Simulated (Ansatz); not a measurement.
# Al₂H₂ (singlet): PBE, r2SCAN, PBE0, B3LYP, wB97M-V, HSE06, B2PLYP, RPA-PBE over vertical spin and charge gaps, cc-pVDZ, part 2 of 2

Ansatz 0.2.0, Gaussian basis; cc-pVDZ, all electrons in the functionals, frozen cores in the correlation of double hybrids and RPA.

## Step 15: wB97M-V, charge 0, triplet

Input file in.yaml:

```yaml
crystal:
  periodic: [false, false, false]
  atoms:
    - {symbol: Al, position_ang: [0.000000, 0.092491, 1.264725]}
    - {symbol: Al, position_ang: [0.000000, -0.019298, -1.366900]}
    - {symbol: H, position_ang: [0.000000, -0.688202, 2.680370]}
    - {symbol: H, position_ang: [0.000000, -1.271083, 0.054761]}
basis:
  gaussian: {orbitals: cc-pVDZ}
magnetization: {spin_polarized: true, initial_magnetization: 2}
hamiltonian: {xc: {name: wB97M-V}}
output: {orbitals: {seedname: orbitals}}
```

The run is started by

```console
ansatz run in.yaml --threads 1 --pin off --events-out ev --progress --plain --max-ram 2816MiB --backend cpu
```

Output, cut to the lines that bear on the results:

```text
Functional definition: wB97M-V
  name "wB97M-V"
  cite "Mardirossian & Head-Gordon, J. Chem. Phys. 144, 214110 (2016) doi:10.1063/1.4952647"
  cite "Becke, J. Chem. Phys. 107, 8554 (1997) doi:10.1063/1.475007"
  cite "Vydrov & Van Voorhis, J. Chem. Phys. 133, 244103 (2010) doi:10.1063/1.3521275"
  # Of w^i u^j: cxij and so on, Table III.
[...]
  gx(w, u) = 1 - cx + cx01*u + cx10*w
  gss(w, u) = css00 + css04*u^4 + css10*w + css20*w^2 + css43*w^4*u^3
  gos(w, u) = cos00 + cos10*w + (cos20 + cos21*u)*w^2 + (cos60 + cos61*u)*w^6
[...]
      + integral(e_c_pw_mod_opposite_spin*gos(b97_w_opposite, b97_u_opposite)) + vv10(b, c)
448 factors; integrals over basis functions are off by at most 1.2e-3 eV
171 factors; integrals over basis functions are off by at most 1.6e-5 eV
[...]
mean field -13222.10183943 eV, -485.9032803364 hartree, gradient 6.9e-5 eV, S^2 2.005892; 4 other end points of the search recorded, 0 dependent functions left out
reference -13222.10187801 eV, -485.9032817542 hartree; 15, 13 occupied and 31, 33 virtual orbitals, 448 factors
Total energy: -13222.10187801 eV, -485.9032817542 hartree
```

Wall time 6.5 s (1 thread of AMD EPYC 7R13, shared host); peak memory 0.26 GiB.

From the report: ⟨S²⟩ of the determinant 2.006 (pure triplet: 2.00).

From charge 0, singlet: +107.6 kJ/mol.

## Step 16: wB97M-V, charge 1, doublet

in.yaml: that of step 15 with these lines changed.

```diff
@@ -9,3 +9,4 @@
   gaussian: {orbitals: cc-pVDZ}
-magnetization: {spin_polarized: true, initial_magnetization: 2}
+total_charge: 1
+magnetization: {spin_polarized: true, initial_magnetization: 1}
 hamiltonian: {xc: {name: wB97M-V}}
```

Launched as before.

Output, cut to the lines that bear on the results:

```text
Functional definition: wB97M-V
  name "wB97M-V"
  cite "Mardirossian & Head-Gordon, J. Chem. Phys. 144, 214110 (2016) doi:10.1063/1.4952647"
  cite "Becke, J. Chem. Phys. 107, 8554 (1997) doi:10.1063/1.475007"
  cite "Vydrov & Van Voorhis, J. Chem. Phys. 133, 244103 (2010) doi:10.1063/1.3521275"
  # Of w^i u^j: cxij and so on, Table III.
[...]
  gx(w, u) = 1 - cx + cx01*u + cx10*w
  gss(w, u) = css00 + css04*u^4 + css10*w + css20*w^2 + css43*w^4*u^3
  gos(w, u) = cos00 + cos10*w + (cos20 + cos21*u)*w^2 + (cos60 + cos61*u)*w^6
[...]
      + integral(e_c_pw_mod_opposite_spin*gos(b97_w_opposite, b97_u_opposite)) + vv10(b, c)
448 factors; integrals over basis functions are off by at most 1.2e-3 eV
171 factors; integrals over basis functions are off by at most 1.6e-5 eV
[...]
mean field -13215.75501322 eV, -485.6700387755 hartree, gradient 4.5e-5 eV, S^2 0.761148; 2 other end points of the search recorded, 0 dependent functions left out
reference -13215.75505686 eV, -485.6700403792 hartree; 14, 13 occupied and 32, 33 virtual orbitals, 448 factors
Total energy: -13215.75505686 eV, -485.6700403792 hartree
```

It took 6 s on 1 thread of AMD EPYC 7R13, shared host; peak memory 0.26 GiB.

From the report: ⟨S²⟩ of the determinant 0.761 (pure doublet: 0.75).

From charge 0, singlet: +720.0 kJ/mol.

## Step 17: HSE06, charge 0, singlet

in.yaml: that of step 16 with these lines changed.

```diff
@@ -9,5 +9,3 @@
   gaussian: {orbitals: cc-pVDZ}
-total_charge: 1
-magnetization: {spin_polarized: true, initial_magnetization: 1}
-hamiltonian: {xc: {name: wB97M-V}}
-output: {orbitals: {seedname: orbitals}}
+magnetization: {spin_polarized: true, initial_magnetization: 0}
+hamiltonian: {xc: {name: HSE06}}
```

The command is unchanged.

Output, cut to the lines that bear on the results:

```text
Functional definition: HSE06
  name "HSE06"
  cite "Heyd, Scuseria & Ernzerhof, J. Chem. Phys. 118, 8207 (2003) doi:10.1063/1.1564060"
  cite "Krukau, Vydrov, Izmaylov & Scuseria, J. Chem. Phys. 125, 224106 (2006) doi:10.1063/1.2404663"
  cite "Heyd & Scuseria, J. Chem. Phys. 120, 7274 (2004) doi:10.1063/1.1668634"
  cite "Ernzerhof & Perdew, J. Chem. Phys. 109, 3313 (1998) doi:10.1063/1.476928"
  cite "Perdew, Burke & Ernzerhof, Phys. Rev. Lett. 77, 3865 (1996) doi:10.1103/PhysRevLett.77.3865"
  parent pbe
[...]
  # The whole range is PBE's own exchange, as in plane waves. The composition of these papers is wPBEh.
[...]
448 factors; integrals over basis functions are off by at most 1.2e-3 eV
61 factors; integrals over basis functions are off by at most 1.5e-6 eV
[...]
mean field -13217.61083136 eV, -485.7382388340 hartree, gradient 3.6e-6 eV, S^2 0.000000; 3 other end points of the search recorded, 0 dependent functions left out
reference -13217.61086627 eV, -485.7382401169 hartree; 14, 14 occupied and 32, 32 virtual orbitals, 448 factors
Total energy: -13217.61086627 eV, -485.7382401169 hartree
```

Run time: 2.5 s. Hardware: 1 thread of AMD EPYC 7R13, shared host; peak memory 0.26 GiB.

From the report: ⟨S²⟩ of the determinant 0.000 (pure singlet: 0.00).

## Step 18: HSE06, charge 0, triplet

in.yaml: that of step 17 with these lines changed.

```diff
@@ -9,3 +9,3 @@
   gaussian: {orbitals: cc-pVDZ}
-magnetization: {spin_polarized: true, initial_magnetization: 0}
+magnetization: {spin_polarized: true, initial_magnetization: 2}
 hamiltonian: {xc: {name: HSE06}}
```

The command is unchanged.

Output, cut to the lines that bear on the results:

```text
Functional definition: HSE06
  name "HSE06"
  cite "Heyd, Scuseria & Ernzerhof, J. Chem. Phys. 118, 8207 (2003) doi:10.1063/1.1564060"
  cite "Krukau, Vydrov, Izmaylov & Scuseria, J. Chem. Phys. 125, 224106 (2006) doi:10.1063/1.2404663"
  cite "Heyd & Scuseria, J. Chem. Phys. 120, 7274 (2004) doi:10.1063/1.1668634"
  cite "Ernzerhof & Perdew, J. Chem. Phys. 109, 3313 (1998) doi:10.1063/1.476928"
  cite "Perdew, Burke & Ernzerhof, Phys. Rev. Lett. 77, 3865 (1996) doi:10.1103/PhysRevLett.77.3865"
  parent pbe
[...]
  # The whole range is PBE's own exchange, as in plane waves. The composition of these papers is wPBEh.
[...]
448 factors; integrals over basis functions are off by at most 1.2e-3 eV
61 factors; integrals over basis functions are off by at most 1.5e-6 eV
[...]
mean field -13216.86931569 eV, -485.7109886360 hartree, gradient 7.0e-5 eV, S^2 2.017560; 2 other end points of the search recorded, 0 dependent functions left out
reference -13216.86935232 eV, -485.7109899819 hartree; 15, 13 occupied and 31, 33 virtual orbitals, 448 factors
Total energy: -13216.86935232 eV, -485.7109899819 hartree
```

It took 1.9 s on 1 thread of AMD EPYC 7R13, shared host; peak memory 0.26 GiB.

From the report: ⟨S²⟩ of the determinant 2.018 (pure triplet: 2.00).

From charge 0, singlet: +71.5 kJ/mol.

## Step 19: B2PLYP, charge 0, singlet

in.yaml: that of step 18 with these lines changed.

```diff
@@ -9,3 +9,4 @@
   gaussian: {orbitals: cc-pVDZ}
-magnetization: {spin_polarized: true, initial_magnetization: 2}
-hamiltonian: {xc: {name: HSE06}}
+magnetization: {spin_polarized: true, initial_magnetization: 0}
+hamiltonian: {xc: {name: B2PLYP}}
+correlation: {electrons: outside_noble_gas}
```

Launched as before.

Output, cut to the lines that bear on the results:

```text
Functional definition: B2PLYP
  name "B2PLYP"
  cite "Grimme, J. Chem. Phys. 124, 034108 (2006) doi:10.1063/1.2148954"
  cite "Becke, Phys. Rev. A 38, 3098 (1988) doi:10.1103/PhysRevA.38.3098"
  cite "Lee, Yang & Parr, Phys. Rev. B 37, 785 (1988) doi:10.1103/PhysRevB.37.785"
[...]
448 factors; integrals over basis functions are off by at most 1.2e-3 eV
[...]
mean field -13216.43430625 eV, -485.6950023336 hartree, gradient 9.3e-7 eV, S^2 0.000000; 6 other end points of the search recorded, 0 dependent functions left out
10 core orbitals not correlated: weight in the atoms' cores, before any rotation towards them, 1.000 or more for the frozen orbitals, at most 0.000 for the correlated occupied ones
reference -13216.43444385 eV, -485.6950073904 hartree; 4, 4 occupied and 32, 32 virtual orbitals, 448 factors
second order -4.17593967 eV of doubles, -0.00000000 eV of singles
Total energy: -13217.56194756 eV, -485.7364423875 hartree
```

Run time: 3 s. Hardware: 1 thread of AMD EPYC 7R13, shared host; peak memory 0.26 GiB.

From the report: ⟨S²⟩ of the determinant 0.000 (pure singlet: 0.00).

## Step 20: B2PLYP, charge 0, triplet

in.yaml: that of step 19 with these lines changed.

```diff
@@ -9,3 +9,3 @@
   gaussian: {orbitals: cc-pVDZ}
-magnetization: {spin_polarized: true, initial_magnetization: 0}
+magnetization: {spin_polarized: true, initial_magnetization: 2}
 hamiltonian: {xc: {name: B2PLYP}}
```

Launched as before.

Output, cut to the lines that bear on the results:

```text
Functional definition: B2PLYP
  name "B2PLYP"
  cite "Grimme, J. Chem. Phys. 124, 034108 (2006) doi:10.1063/1.2148954"
  cite "Becke, Phys. Rev. A 38, 3098 (1988) doi:10.1103/PhysRevA.38.3098"
  cite "Lee, Yang & Parr, Phys. Rev. B 37, 785 (1988) doi:10.1103/PhysRevB.37.785"
[...]
448 factors; integrals over basis functions are off by at most 1.2e-3 eV
[...]
mean field -13215.59059615 eV, -485.6639965595 hartree, gradient 8.9e-6 eV, S^2 2.024007; 4 other end points of the search recorded, 0 dependent functions left out
10 core orbitals not correlated: weight in the atoms' cores, before any rotation towards them, 1.000 or more for the frozen orbitals, at most 0.000 for the correlated occupied ones
reference -13215.59072914 eV, -485.6640014467 hartree; 5, 3 occupied and 31, 33 virtual orbitals, 448 factors
second order -3.80233340 eV of doubles, -0.00000000 eV of singles
Total energy: -13216.61735916 eV, -485.7017294040 hartree
```

Wall time 1.8 s (1 thread of AMD EPYC 7R13, shared host); peak memory 0.26 GiB.

From the report: ⟨S²⟩ of the determinant 2.024 (pure triplet: 2.00).

From charge 0, singlet: +91.1 kJ/mol.

## Step 21: B2PLYP, charge 1, doublet

in.yaml: that of step 20 with these lines changed.

```diff
@@ -9,3 +9,4 @@
   gaussian: {orbitals: cc-pVDZ}
-magnetization: {spin_polarized: true, initial_magnetization: 2}
+total_charge: 1
+magnetization: {spin_polarized: true, initial_magnetization: 1}
 hamiltonian: {xc: {name: B2PLYP}}
```

Launched as before.

Output, cut to the lines that bear on the results:

```text
Functional definition: B2PLYP
  name "B2PLYP"
  cite "Grimme, J. Chem. Phys. 124, 034108 (2006) doi:10.1063/1.2148954"
  cite "Becke, Phys. Rev. A 38, 3098 (1988) doi:10.1103/PhysRevA.38.3098"
  cite "Lee, Yang & Parr, Phys. Rev. B 37, 785 (1988) doi:10.1103/PhysRevB.37.785"
[...]
448 factors; integrals over basis functions are off by at most 1.2e-3 eV
[...]
mean field -13209.31688318 eV, -485.4334418604 hartree, gradient 3.3e-6 eV, S^2 0.791187; 4 other end points of the search recorded, 0 dependent functions left out
10 core orbitals not correlated: weight in the atoms' cores, before any rotation towards them, 1.000 or more for the frozen orbitals, at most 0.000 for the correlated occupied ones
reference -13209.31702298 eV, -485.4334469977 hartree; 4, 3 occupied and 32, 33 virtual orbitals, 448 factors
second order -3.22207295 eV of doubles, -0.00000000 eV of singles
Total energy: -13210.18698267 eV, -485.4654174269 hartree
```

Wall time 1.8 s (1 thread of AMD EPYC 7R13, shared host); peak memory 0.26 GiB.

From the report: ⟨S²⟩ of the determinant 0.791 (pure doublet: 0.75).

From charge 0, singlet: +711.6 kJ/mol.

## Step 22: RPA-PBE, charge 0, singlet

in.yaml: that of step 21 with these lines changed.

```diff
@@ -9,5 +9,4 @@
   gaussian: {orbitals: cc-pVDZ}
-total_charge: 1
-magnetization: {spin_polarized: true, initial_magnetization: 1}
-hamiltonian: {xc: {name: B2PLYP}}
-correlation: {electrons: outside_noble_gas}
+magnetization: {spin_polarized: true, initial_magnetization: 0}
+hamiltonian: {xc: {name: PBE}}
+correlation: {method: rpa, electrons: outside_noble_gas}
```

Same command.

Output, cut to the lines that bear on the results:

```text
Functional definition: PBE
  name "PBE"
  cite "Perdew, Burke & Ernzerhof, Phys. Rev. Lett. 77, 3865 (1996) doi:10.1103/PhysRevLett.77.3865"
  parent pbe
[...]
448 factors; integrals over basis functions are off by at most 1.2e-3 eV
[...]
mean field -13216.66438880 eV, -485.7034577116 hartree, gradient 2.7e-6 eV, S^2 0.000000; 10 other end points of the search recorded, 0 dependent functions left out
10 core orbitals not correlated: weight in the atoms' cores, before any rotation towards them, 1.000 or more for the frozen orbitals, at most 0.000 for the correlated occupied ones
reference -13195.02030210 eV, -484.9080521962 hartree; 4, 4 occupied and 32, 32 virtual orbitals, 448 factors
Total energy: -13202.32377155 eV, -485.1764497479 hartree
```

Wall time 6.5 s (1 thread of AMD EPYC 7R13, shared host); peak memory 0.26 GiB.

From the report: ⟨S²⟩ of the determinant 0.000 (pure singlet: 0.00).

## Step 23: RPA-PBE, charge 0, triplet

in.yaml: that of step 22 with these lines changed.

```diff
@@ -9,3 +9,3 @@
   gaussian: {orbitals: cc-pVDZ}
-magnetization: {spin_polarized: true, initial_magnetization: 0}
+magnetization: {spin_polarized: true, initial_magnetization: 2}
 hamiltonian: {xc: {name: PBE}}
```

Same command.

Output, cut to the lines that bear on the results:

```text
Functional definition: PBE
  name "PBE"
  cite "Perdew, Burke & Ernzerhof, Phys. Rev. Lett. 77, 3865 (1996) doi:10.1103/PhysRevLett.77.3865"
  parent pbe
[...]
448 factors; integrals over basis functions are off by at most 1.2e-3 eV
[...]
mean field -13215.94794808 eV, -485.6771290007 hartree, gradient 4.9e-6 eV, S^2 2.011089; 2 other end points of the search recorded, 0 dependent functions left out
10 core orbitals not correlated: weight in the atoms' cores, before any rotation towards them, 1.000 or more for the frozen orbitals, at most 0.000 for the correlated occupied ones
reference -13194.40727952 eV, -484.8855240317 hartree; 5, 3 occupied and 31, 33 virtual orbitals, 448 factors
Total energy: -13201.40545836 eV, -485.1427023609 hartree
```

It took 2.1 s on 1 thread of AMD EPYC 7R13, shared host; peak memory 0.26 GiB.

From the report: ⟨S²⟩ of the determinant 2.011 (pure triplet: 2.00).

From charge 0, singlet: +88.6 kJ/mol.

## Step 24: RPA-PBE, charge 1, doublet

in.yaml: that of step 23 with these lines changed.

```diff
@@ -9,3 +9,4 @@
   gaussian: {orbitals: cc-pVDZ}
-magnetization: {spin_polarized: true, initial_magnetization: 2}
+total_charge: 1
+magnetization: {spin_polarized: true, initial_magnetization: 1}
 hamiltonian: {xc: {name: PBE}}
```

Launched as before.

Output, cut to the lines that bear on the results:

```text
Functional definition: PBE
  name "PBE"
  cite "Perdew, Burke & Ernzerhof, Phys. Rev. Lett. 77, 3865 (1996) doi:10.1103/PhysRevLett.77.3865"
  parent pbe
[...]
448 factors; integrals over basis functions are off by at most 1.2e-3 eV
[...]
mean field -13209.22762195 eV, -485.4301615706 hartree, gradient 5.9e-6 eV, S^2 0.763860; 5 other end points of the search recorded, 0 dependent functions left out
10 core orbitals not correlated: weight in the atoms' cores, before any rotation towards them, 1.000 or more for the frozen orbitals, at most 0.000 for the correlated occupied ones
reference -13188.44979884 eV, -484.6665906549 hartree; 4, 3 occupied and 32, 33 virtual orbitals, 448 factors
Total energy: -13194.75393892 eV, -484.8982635298 hartree
```

It took 2.4 s on 1 thread of AMD EPYC 7R13, shared host; peak memory 0.26 GiB.

From the report: ⟨S²⟩ of the determinant 0.764 (pure doublet: 0.75).

From charge 0, singlet: +730.4 kJ/mol.

## Step 25: The comparison

The yardstick is UCCSDTQ, where the cluster series has nearly closed. It and the other wave-function rows come from earlier runs at the same points. Energies in kJ/mol, counted from charge 0, singlet; blanks weren't run or aren't comparable.

```
           level  singlet to triplet  ionisation to the doublet cation
         UCCSDTQ                86.2                             715.1
             PBE                69.1                             717.5
          r2SCAN                53.6                             713.4
            PBE0                71.6                             717.8
           B3LYP                90.2                             722.3
         wB97M-V               107.6                             720.0
           HSE06                71.5                                  
          B2PLYP                91.1                             711.6
         RPA-PBE                88.6                             730.4
             RHF                54.0                             642.8
             UHF                53.3                             632.3
            RMP2                82.7                             702.9
            UMP2                65.6                             685.8
           RCCSD                88.1                             710.1
        RCCSD(T)                87.7                             714.3
        UCCSD(T)                87.0                             713.6
       RCCSDT(Q)                86.2                             715.1
       UCCSDT(Q)                86.1                             715.0
  CASSCF valence                83.3                             655.4
  NEVPT2 valence                86.0                             697.3
MRCISD+Q valence                87.4                             715.9
```

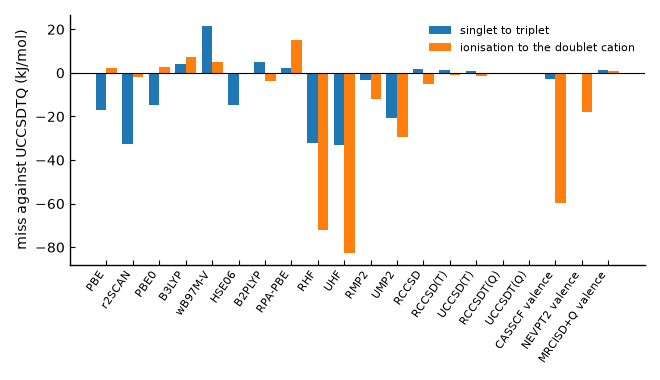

Misses of the gaps against UCCSDTQ.

Largest miss and mean time a point (UCCSDTQ took 26 s a point; shared hosts):

```
           level  largest miss (kJ/mol)                             where  time a point
             PBE                  -17.1                singlet to triplet         1.7 s
          r2SCAN                  -32.6                singlet to triplet           5 s
            PBE0                  -14.6                singlet to triplet           2 s
           B3LYP                   +7.3  ionisation to the doublet cation         1.6 s
         wB97M-V                  +21.4                singlet to triplet         6.4 s
           HSE06                  -14.7                singlet to triplet         2.2 s
          B2PLYP                   +4.9                singlet to triplet         2.2 s
         RPA-PBE                  +15.3  ionisation to the doublet cation         3.7 s
             RHF                  -72.2  ionisation to the doublet cation              
             UHF                  -82.8  ionisation to the doublet cation              
            RMP2                  -12.2  ionisation to the doublet cation              
            UMP2                  -29.3  ionisation to the doublet cation              
           RCCSD                   -5.0  ionisation to the doublet cation              
        RCCSD(T)                   +1.5                singlet to triplet         1.9 s
        UCCSD(T)                   -1.5  ionisation to the doublet cation         3.1 s
       RCCSDT(Q)                    0.0                singlet to triplet         9.3 s
       UCCSDT(Q)                   -0.1  ionisation to the doublet cation          13 s
  CASSCF valence                  -59.7  ionisation to the doublet cation              
  NEVPT2 valence                  -17.7  ionisation to the doublet cation         4.8 s
MRCISD+Q valence                   +1.1                singlet to triplet         8.2 s
```

## Step 26: Outcome

The summary covers parts 1 to 2.

| quantity | value |
| --- | --- |
| singlet to triplet, UCCSDTQ | 86.2 kJ/mol |
| ionisation to the doublet cation, UCCSDTQ | 715.1 kJ/mol |
| largest miss, PBE | -17.1 kJ/mol (singlet to triplet) |
| largest miss, r2SCAN | -32.6 kJ/mol (singlet to triplet) |
| largest miss, PBE0 | -14.6 kJ/mol (singlet to triplet) |
| largest miss, B3LYP | +7.3 kJ/mol (ionisation to the doublet cation) |
| largest miss, wB97M-V | +21.4 kJ/mol (singlet to triplet) |
| largest miss, HSE06 | -14.7 kJ/mol (singlet to triplet) |
| largest miss, B2PLYP | +4.9 kJ/mol (singlet to triplet) |
| largest miss, RPA-PBE | +15.3 kJ/mol (ionisation to the doublet cation) |
| largest miss, RCCSD(T) | +1.5 kJ/mol (singlet to triplet) |
| largest miss, UCCSD(T) | -1.5 kJ/mol (ionisation to the doublet cation) |

In words: Misses are known at 2 of 2 points at best, and only functionals with that many are ranked. Of the functionals, B2PLYP keep the smallest largest miss at the points compared (at most 4.9 kJ/mol) and r2SCAN strays most (32.6 kJ/mol, at singlet to triplet). r2SCAN clearly breaks the spin symmetry at some points (⟨S²⟩ up to 0.30 above the pure value), so energy there is bought with a mixed spin. Functionals and the yardstick converge differently with the basis, so part of each miss in cc-pVDZ is the basis.
